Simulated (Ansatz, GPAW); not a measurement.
# Work function of I/Mo(110) at several levels, part 2 of 3

Aim: the work function of both faces of I/Mo(110), and its spread over functionals and bases.

GPAW 26.7.0 and Ansatz 0.2.0; Ansatz plane waves; slab in vacuum with a dipole correction, relaxation; PAW set soft_1 (the session's first sound run).

So far: Set-up; Relaxation.

## 2. Relaxation (continued)

The valence density, planar mean oscillates, so the rows of the table below give means over windows of 2.26 Å about each position, cut where the curve ends. Its maxima inside the range that stand out by 2 % of the span (Å: e/Å³): 7.0: 1.63, 9.2: 1.62, 11.5: 1.61, 13.6: 1.62, 15.9: 0.556. Its minima: 8.2: 0.328, 10.4: 0.315, 12.6: 0.349, 15.0: 0.146.

Valence density, planar mean against z; means over each step:

```tsv
z (Å)	valence density, planar mean (e/Å³)
1.13	4.7e-6
3.39	0.00107
5.65	0.290
7.91	0.904
10.17	0.893
12.43	0.945
14.69	0.598
16.95	0.169
19.21	3.8e-4
21.47	0
```

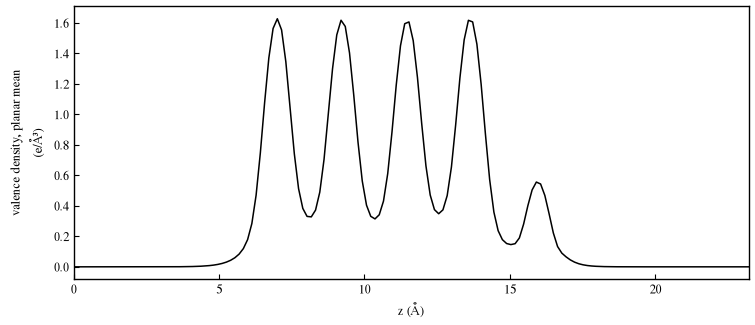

Valence density, planar mean against z.

The relaxation lowered the energy of the cell by 0.399 eV.

## 3. Plane waves, PBE

With the geometry fixed, the planar mean of the potential gives the vacuum level on each side.

This step: GPAW, PAW setups; slab in vacuum (GPAW 26.7.0).

Input file run.py:

```python
import json
import numpy as np
from ase import Atoms
from gpaw import GPAW, PW

slab = Atoms(
    ['Mo', 'Mo', 'Mo', 'Mo', 'Mo', 'Mo', 'Mo', 'Mo', 'Mo', 'Mo', 'Mo', 'Mo', 'Mo', 'Mo', 'Mo', 'Mo', 'I'],
    positions=[
        [0.00000, 0.00000, 7.00000],
        [2.22739, 0.00000, 9.22739],
        [0.01572, 0.00000, 11.43588],
        [2.14640, -0.00000, 13.68078],
        [2.22739, 1.57500, 7.00000],
        [4.45477, 1.57500, 9.22739],
        [2.22742, 1.57273, 11.49431],
        [4.47234, 1.56519, 13.64317],
        [2.22739, -1.57500, 7.00000],
        [4.45477, -1.57500, 9.22739],
        [2.22742, -1.57273, 11.49431],
        [4.47234, -1.56519, 13.64317],
        [4.45477, 0.00000, 7.00000],
        [6.68216, 0.00000, 9.22739],
        [4.44940, -0.00000, 11.46716],
        [6.72639, 0.00000, 13.60217],
        [3.85263, 0.00000, 15.96690]],
    cell=[[4.45477, -3.15, 0.0], [4.45477, 3.15, 0.0], [0.0, 0.0, 23.35999]],
    pbc=[True, True, False])

slab.calc = GPAW(mode=PW(400), xc='PBE', kpts={'size': (6, 6, 1), 'gamma': True},
                 occupations={'name': 'fermi-dirac', 'width': 0.1}, nbands='160%',
                 convergence={'density': 1e-05}, maxiter=200,
                 poissonsolver={'dipolelayer': 'xy'},
                 symmetry={'tolerance': 1e-3}, txt='slab.txt')
result = {}
energy = slab.get_potential_energy()
fermi = slab.calc.get_fermi_level()
v = slab.calc.get_electrostatic_potential().mean((0, 1)) - fermi
n = slab.calc.get_pseudo_density().mean((0, 1))
L = slab.cell[2, 2]
z = np.arange(len(v)) * L / len(v)
low, high = slab.positions[:, 2].min(), slab.positions[:, 2].max()
below, above = np.interp([low - 4.8, high + 4.8], z, v)
slopes = [np.interp(x, z, np.gradient(v, z)) for x in (low - 4.8, high + 4.8)]
eps = np.array([[slab.calc.get_eigenvalues(k, s) for k in range(len(slab.calc.get_ibz_k_points()))]
                for s in range(slab.calc.get_number_of_spins())]) - fermi
top, bottom = eps[eps < 0].max(), eps[eps > 0].min()
dipole = slab.get_dipole_moment()[2]
print(f'energy {energy:.4f} eV, Fermi level {fermi:.4f} eV, dipole {dipole:.5f} e A')
print(f'potential 4.8 A off the faces, from the Fermi level: lower {below:.4f} eV, upper {above:.4f} eV')
print(f'slope of the potential there: lower {slopes[0]:.5f}, upper {slopes[1]:.5f} eV/A')
print(f'nearest levels on the mesh: {top:.4f} and {bottom:.4f} eV')
print('magnetic moment', round(slab.get_magnetic_moment(), 3))
result.update(energy=energy, fermi=fermi, dipole=dipole, below=below, above=above, slopes=slopes, edges=[top, bottom],
              z=z.tolist(), v=v.tolist(), n=n.tolist(), positions=slab.positions.tolist(),
              forces=slab.get_forces(apply_constraint=False).tolist(), moments=slab.get_magnetic_moments().tolist())
json.dump(result, open('result.json', 'w'))
```

Command:

```sh
> OMP_NUM_THREADS=1 OPENBLAS_NUM_THREADS=1 python run.py
```

Numbers of over 12 decimals in the logs are rounded to 6 here.

The log of the run:

```text
energy -173.6228 eV, Fermi level 3.1202 eV, dipole 0.10087 e A
potential 4.8 A off the faces, from the Fermi level: lower 4.6394 eV, upper 3.9906 eV
slope of the potential there: lower -0.00174, upper 0.00022 eV/A
nearest levels on the mesh: -0.0038 and 0.0363 eV
magnetic moment 0.0
```

Run time: 31 min. Hardware: 1 thread of Arm Neoverse V1, shared host; peak memory 0.9 GiB.

This step gave:

```
dipole along the normal                    : 0.1009 e·Å
levels nearest the Fermi level on the mesh : -0.003754, 0.03630 eV from the Fermi level
upper work function                        : 3.991 eV
lower work function                        : 4.639 eV
```

The electrostatic potential energy of an electron (without an applied field's), less the Fermi level, planar mean oscillates, so the rows of the table below give means over windows of 2.27 Å about each position, cut where the curve ends. Its maxima inside the range that stand out by 2 % of the span (Å: eV): 8.1: -2.08, 10.4: -2.14, 12.5: -2.66, 15.0: 0.542. Its minima: 7.0: -28.1, 9.2: -28.5, 11.5: -28.6, 13.6: -28.1, 16.0: -6.08.

Electrostatic potential energy of an electron (without an applied field's), less the Fermi level, planar mean against z; means over each step:

```tsv
z (Å)	electrostatic potential energy of an electron (without an applied field's), less the Fermi level, planar mean (eV)
1.14	4.61
3.41	4.60
5.68	-2.15
7.95	-13.6
10.22	-13.6
12.49	-14.5
14.76	-7.56
17.03	0.983
19.30	3.98
21.57	3.99
```

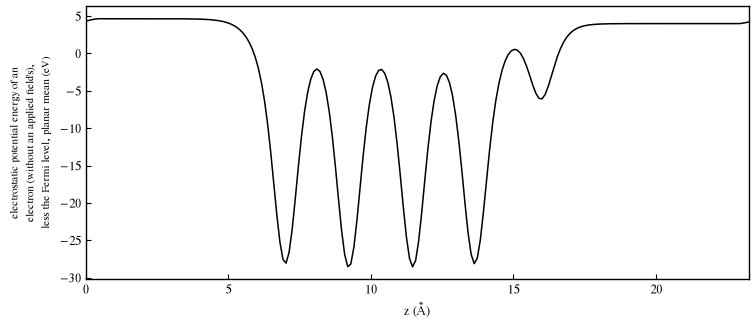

Electrostatic potential energy of an electron (without an applied field's), less the Fermi level, planar mean against z.

The pseudo valence density, planar mean oscillates, so the rows of the table below give means over windows of 2.16 Å about each position, cut where the curve ends. Its maxima inside the range that stand out by 2 % of the span (Å: e/Å³): 6.9: 1.95, 9.3: 1.94, 11.5: 1.98, 13.6: 2.00, 16.4: 0.137. Its minima: 8.2: 0.330, 10.4: 0.312, 12.5: 0.344, 16.0: 0.0685.

Table of pseudo valence density, planar mean by z; means over each step:

```tsv
z (Å)	pseudo valence density, planar mean (e/Å³)
1.08	4.0e-6
3.24	7.0e-4
5.40	0.122
7.56	0.903
9.72	0.901
11.88	0.920
14.04	0.853
16.20	0.106
18.36	0.00441
20.52	8.1e-6
```

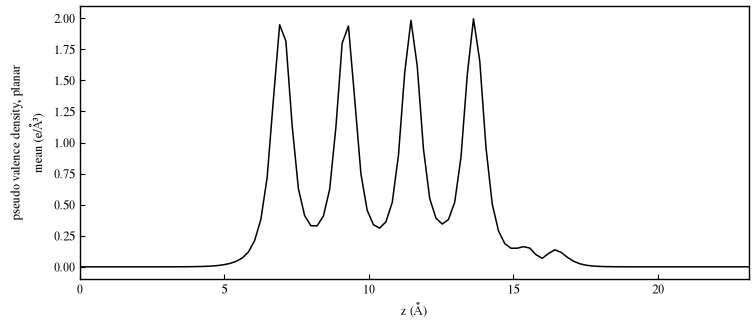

Pseudo valence density, planar mean against z.

Force by atom:

```tsv
atom	x (eV/Å)	y (eV/Å)	z (eV/Å)	size
Mo1	-0.005	0.000	0.488	0.488
Mo2	0.061	0.000	-0.600	0.603
Mo3	0.001	0.000	0.021	0.021
Mo4	-0.010	0.000	-0.036	0.037
Mo5	0.013	-0.034	0.554	0.555
Mo6	-0.013	0.040	-0.402	0.404
Mo7	0.001	-0.011	-0.015	0.019
Mo8	0.005	0.015	-0.038	0.041
Mo9	0.013	0.034	0.554	0.555
Mo10	-0.013	-0.040	-0.402	0.404
Mo11	0.001	0.011	-0.015	0.019
Mo12	0.005	-0.015	-0.038	0.041
Mo13	-0.031	0.000	0.436	0.437
Mo14	-0.033	0.000	-0.612	0.613
Mo15	-0.004	0.000	0.007	0.008
Mo16	0.018	0.000	0.000	0.018
I17	-0.006	0.000	0.081	0.081
```

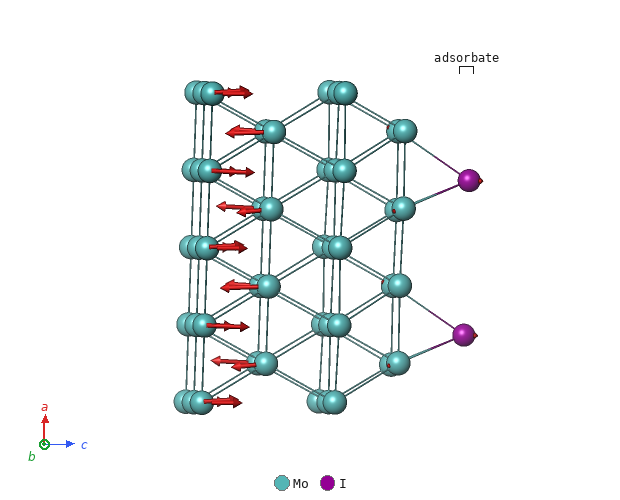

Force as arrows, the longest 0.613 eV/Å. 2×1×1 cells are drawn. Some periodic images of atoms are drawn too.

The potential is flat to 0.002 eV/Å where it is read, so the vacuum is wide enough. The geometry is the other program's minimum; here the largest force on a free atom is 0.081 eV/Å.

## 4. Self-consistent run: xc = "RPBE"

The same geometry under RPBE, to see how far the functional moves the levels against the vacuum.

run.py: that of step 3 with these lines changed.

```diff
@@ -28,3 +28,3 @@
 
-slab.calc = GPAW(mode=PW(400), xc='PBE', kpts={'size': (6, 6, 1), 'gamma': True},
+slab.calc = GPAW(mode=PW(400), xc='RPBE', kpts={'size': (6, 6, 1), 'gamma': True},
                  occupations={'name': 'fermi-dirac', 'width': 0.1}, nbands='160%',
```

The log of the run:

```text
energy -164.7705 eV, Fermi level 3.2203 eV, dipole 0.09151 e A
potential 4.8 A off the faces, from the Fermi level: lower 4.4897 eV, upper 3.9013 eV
slope of the potential there: lower -0.00200, upper 0.00024 eV/A
nearest levels on the mesh: -0.0039 and 0.0369 eV
magnetic moment 0.0
```

It took 32 min on 1 thread; peak memory 0.9 GiB.

This step gave:

```
dipole along the normal                    : 0.09151 e·Å
levels nearest the Fermi level on the mesh : -0.003902, 0.03692 eV from the Fermi level
upper work function                        : 3.901 eV
lower work function                        : 4.490 eV
```

The electrostatic potential energy of an electron (without an applied field's), less the Fermi level, planar mean oscillates, so the rows of the table below give means over windows of 2.27 Å about each position, cut where the curve ends. Its maxima inside the range that stand out by 2 % of the span (Å: eV): 8.1: -2.16, 10.4: -2.23, 12.5: -2.74, 15.0: 0.420. Its minima: 7.0: -28.1, 9.2: -28.6, 11.5: -28.6, 13.6: -28.2, 16.0: -6.20.

The electrostatic potential energy of an electron (without an applied field's), less the Fermi level, planar mean by z; means over each step:

```tsv
z (Å)	electrostatic potential energy of an electron (without an applied field's), less the Fermi level, planar mean (eV)
1.14	4.47
3.41	4.45
5.68	-2.26
7.95	-13.7
10.22	-13.7
12.49	-14.6
14.76	-7.66
17.03	0.879
19.30	3.89
21.57	3.90
```

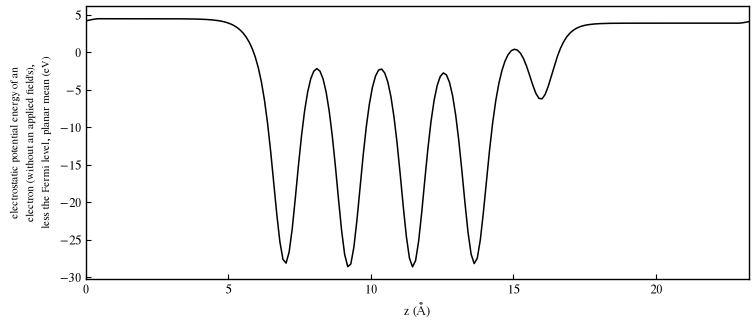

Electrostatic potential energy of an electron (without an applied field's), less the Fermi level, planar mean, plotted against z.

The pseudo valence density, planar mean oscillates, so the rows of the table below give means over windows of 2.16 Å about each position, cut where the curve ends. Its maxima inside the range that stand out by 2 % of the span (Å: e/Å³): 6.9: 1.95, 9.3: 1.94, 11.5: 1.98, 13.6: 2.00, 16.4: 0.137. Its minima: 8.2: 0.329, 10.4: 0.311, 12.5: 0.344, 16.0: 0.0686.

The pseudo valence density, planar mean by z; means over each step:

```tsv
z (Å)	pseudo valence density, planar mean (e/Å³)
1.08	4.6e-6
3.24	7.1e-4
5.40	0.122
7.56	0.903
9.72	0.901
11.88	0.920
14.04	0.853
16.20	0.106
18.36	0.00443
20.52	9.0e-6
```

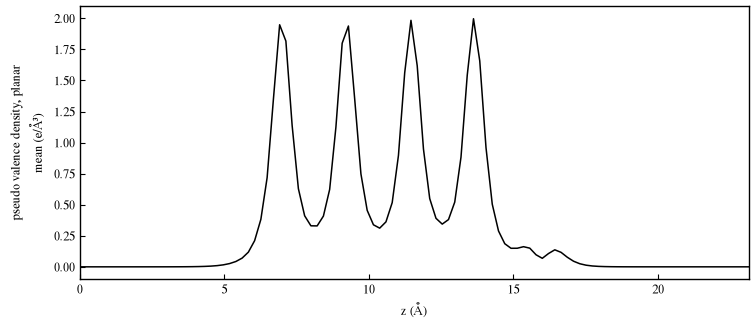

Pseudo valence density, planar mean, plotted against z.

Force by atom:

```tsv
atom	x (eV/Å)	y (eV/Å)	z (eV/Å)	size
Mo1	-0.006	0.000	0.322	0.322
Mo2	0.061	0.000	-0.600	0.603
Mo3	-0.008	0.000	0.018	0.020
Mo4	-0.013	0.000	0.064	0.065
Mo5	0.013	-0.034	0.387	0.388
Mo6	-0.012	0.038	-0.404	0.406
Mo7	0.004	-0.013	-0.035	0.038
Mo8	0.001	0.029	0.054	0.061
Mo9	0.013	0.034	0.387	0.388
Mo10	-0.012	-0.038	-0.404	0.406
Mo11	0.004	0.013	-0.035	0.038
Mo12	0.001	-0.029	0.054	0.061
Mo13	-0.031	0.000	0.270	0.272
Mo14	-0.033	0.000	-0.609	0.610
Mo15	-0.003	0.000	0.002	0.004
Mo16	0.020	0.000	0.167	0.169
I17	0.005	0.000	0.355	0.355
```

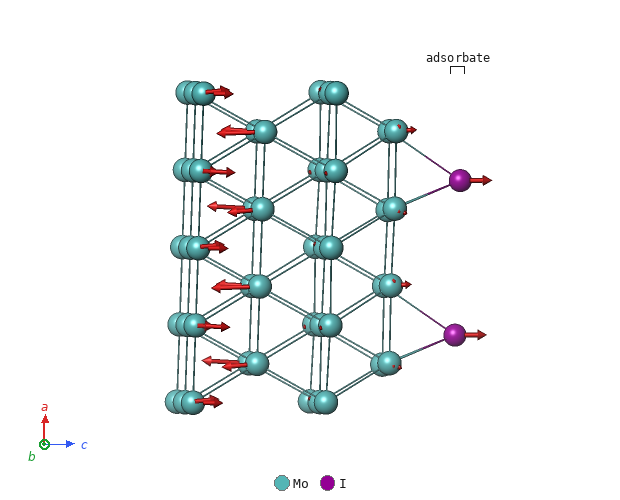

Force as arrows, the longest 0.610 eV/Å. 2×1×1 cells are drawn. Some periodic images of atoms are drawn too.

The upper face's work function is 3.901 eV, against 3.991 eV in the first plane-wave PBE run at this geometry.

## 5. Self-consistent run: xc = "revPBE"

The same geometry under revPBE, to see how far the functional moves the levels against the vacuum.

run.py: that of step 4 with these lines changed.

```diff
@@ -28,3 +28,3 @@
 
-slab.calc = GPAW(mode=PW(400), xc='RPBE', kpts={'size': (6, 6, 1), 'gamma': True},
+slab.calc = GPAW(mode=PW(400), xc='revPBE', kpts={'size': (6, 6, 1), 'gamma': True},
                  occupations={'name': 'fermi-dirac', 'width': 0.1}, nbands='160%',
```

The log of the run:

```text
energy -166.5991 eV, Fermi level 3.2045 eV, dipole 0.09496 e A
potential 4.8 A off the faces, from the Fermi level: lower 4.5102 eV, upper 3.8994 eV
slope of the potential there: lower -0.00188, upper 0.00023 eV/A
nearest levels on the mesh: -0.0039 and 0.0384 eV
magnetic moment 0.0
```

Run time: 33 min. Hardware: 1 thread; peak memory 0.9 GiB.

This step gave:

| Quantity | Value |
| --- | --- |
| dipole along the normal | 0.09496 e·Å |
| levels nearest the Fermi level on the mesh | -0.003911, 0.03838 eV from the Fermi level |
| upper work function | 3.899 eV |
| lower work function | 4.510 eV |

The electrostatic potential energy of an electron (without an applied field's), less the Fermi level, planar mean oscillates, so the rows of the table below give means over windows of 2.27 Å about each position, cut where the curve ends. Its maxima inside the range that stand out by 2 % of the span (Å: eV): 8.1: -2.14, 10.4: -2.20, 12.5: -2.72, 15.0: 0.452. Its minima: 7.0: -28.1, 9.2: -28.6, 11.5: -28.6, 13.6: -28.2, 16.0: -6.17.

Table of electrostatic potential energy of an electron (without an applied field's), less the Fermi level, planar mean by z; means over each step:

```tsv
z (Å)	electrostatic potential energy of an electron (without an applied field's), less the Fermi level, planar mean (eV)
1.14	4.49
3.41	4.48
5.68	-2.23
7.95	-13.7
10.22	-13.7
12.49	-14.5
14.76	-7.63
17.03	0.891
19.30	3.89
21.57	3.90
```

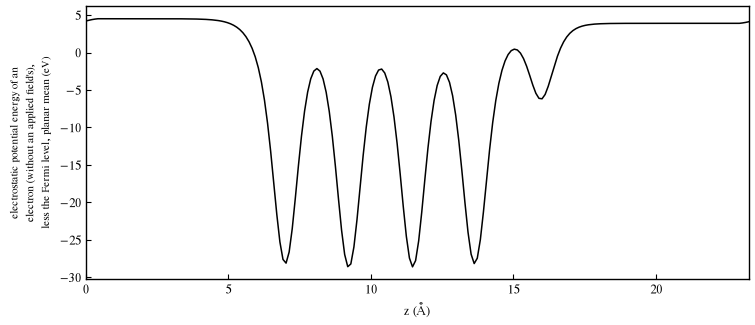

Electrostatic potential energy of an electron (without an applied field's), less the Fermi level, planar mean against z.

The upper face's work function is 3.899 eV, against 3.991 eV in the first plane-wave PBE run at this geometry.

## 6. OptPBE vdW: xc = "optPBE-vdW"

The same geometry under optPBE-vdW, to see how far the functional moves the levels against the vacuum (the van der Waals functionals take revPBE setups).

run.py: that of step 5 with these lines changed.

```diff
@@ -28,3 +28,3 @@
 
-slab.calc = GPAW(mode=PW(400), xc='revPBE', kpts={'size': (6, 6, 1), 'gamma': True},
+slab.calc = GPAW(mode=PW(400), xc='optPBE-vdW', kpts={'size': (6, 6, 1), 'gamma': True},
                  occupations={'name': 'fermi-dirac', 'width': 0.1}, nbands='160%',
```

The log of the run:

```text
energy -403.4051 eV, Fermi level 3.0115 eV, dipole 0.09560 e A
potential 4.8 A off the faces, from the Fermi level: lower 4.8133 eV, upper 4.1988 eV
slope of the potential there: lower -0.00280, upper 0.00026 eV/A
nearest levels on the mesh: -0.0021 and 0.0140 eV
magnetic moment 0.0
```

Run time: 33 min. Hardware: 1 thread; peak memory 1.2 GiB.

Numbers from this step:

| Quantity | Value |
| --- | --- |
| dipole along the normal | 0.09560 e·Å |
| levels nearest the Fermi level on the mesh | -0.002082, 0.01403 eV from the Fermi level |
| upper work function | 4.199 eV |
| lower work function | 4.813 eV |

The electrostatic potential energy of an electron (without an applied field's), less the Fermi level, planar mean oscillates, so the rows of the table below give means over windows of 2.27 Å about each position, cut where the curve ends. Its maxima inside the range that stand out by 2 % of the span (Å: eV): 8.1: -2.15, 10.4: -2.21, 12.5: -2.72, 15.0: 0.535. Its minima: 7.0: -28.0, 9.2: -28.4, 11.5: -28.4, 13.6: -28.0, 16.0: -6.00.

The electrostatic potential energy of an electron (without an applied field's), less the Fermi level, planar mean by z; means over each step:

```tsv
z (Å)	electrostatic potential energy of an electron (without an applied field's), less the Fermi level, planar mean (eV)
1.14	4.79
3.41	4.77
5.68	-2.08
7.95	-13.6
10.22	-13.6
12.49	-14.5
14.76	-7.53
17.03	1.13
19.30	4.19
21.57	4.20
```

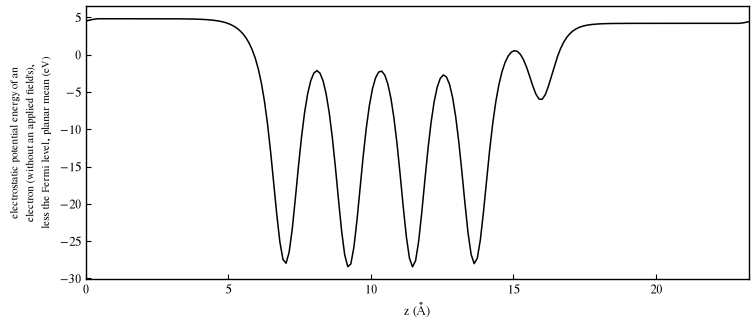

Electrostatic potential energy of an electron (without an applied field's), less the Fermi level, planar mean, plotted against z.

The upper face's work function is 4.199 eV, against 3.991 eV in the first plane-wave PBE run at this geometry.

## 7. Real-space grid: mode = "fd"

A real-space grid is a second complete basis, so it checks the plane-wave result.

run.py: that of step 6 with these lines changed.

```diff
@@ -3,3 +3,3 @@
 from ase import Atoms
-from gpaw import GPAW, PW
+from gpaw import GPAW
 
@@ -28,3 +28,3 @@
 
-slab.calc = GPAW(mode=PW(400), xc='optPBE-vdW', kpts={'size': (6, 6, 1), 'gamma': True},
+slab.calc = GPAW(mode='fd', h=0.18, xc='PBE', kpts={'size': (6, 6, 1), 'gamma': True},
                  occupations={'name': 'fermi-dirac', 'width': 0.1}, nbands='160%',
```

The log of the run:

```text
energy -174.3059 eV, Fermi level -4.3144 eV, dipole 0.10060 e A
potential 4.8 A off the faces, from the Fermi level: lower 4.6382 eV, upper 3.9901 eV
slope of the potential there: lower -0.00155, upper 0.00008 eV/A
nearest levels on the mesh: -0.0033 and 0.0373 eV
magnetic moment 0.0
```

Wall time 2.3 h (1 thread); peak memory 5.2 GiB.

Numbers from this step:

- dipole along the normal: 0.1006 e·Å
- levels nearest the Fermi level on the mesh: -0.003317, 0.03730 eV from the Fermi level
- upper work function: 3.990 eV
- lower work function: 4.638 eV

The electrostatic potential energy of an electron (without an applied field's), less the Fermi level, planar mean oscillates, so the rows of the table below give means over windows of 2.28 Å about each position, cut where the curve ends. Its maxima inside the range that stand out by 2 % of the span (Å: eV): 8.1: -2.08, 10.3: -2.15, 12.6: -2.68, 15.1: 0.546. Its minima: 7.0: -28.1, 9.2: -28.6, 11.5: -28.5, 13.6: -28.0, 16.0: -6.13.

Electrostatic potential energy of an electron (without an applied field's), less the Fermi level, planar mean against z; means over each step:

```tsv
z (Å)	electrostatic potential energy of an electron (without an applied field's), less the Fermi level, planar mean (eV)
1.14	4.63
3.42	4.60
5.70	-2.51
7.98	-13.7
10.26	-13.7
12.54	-14.6
14.82	-6.97
17.10	1.30
19.38	3.99
21.66	3.99
```

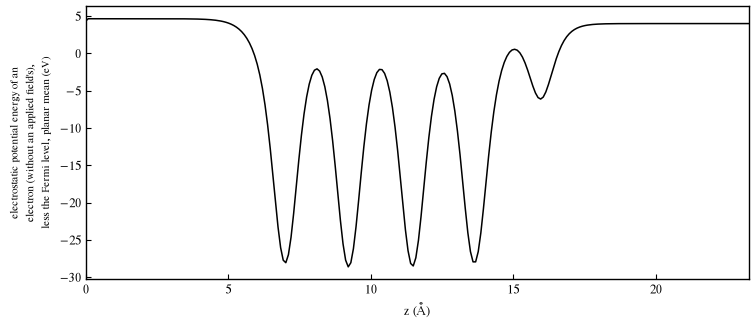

Electrostatic potential energy of an electron (without an applied field's), less the Fermi level, planar mean, plotted against z.

The upper face's work function is 3.990 eV, against 3.991 eV in the first plane-wave PBE run at this geometry.

(Continued in part 3 of 3.)

[Logs are printed without paths, hosts, clocks, repeated set-up lines and the standing remarks that a program may print on its own settings, such as how far it seeks lower states.]

[Hosts, paths, dates, database ids (printed as entryN), source tags and the programs' standing remarks are cut or masked in the printed files.]
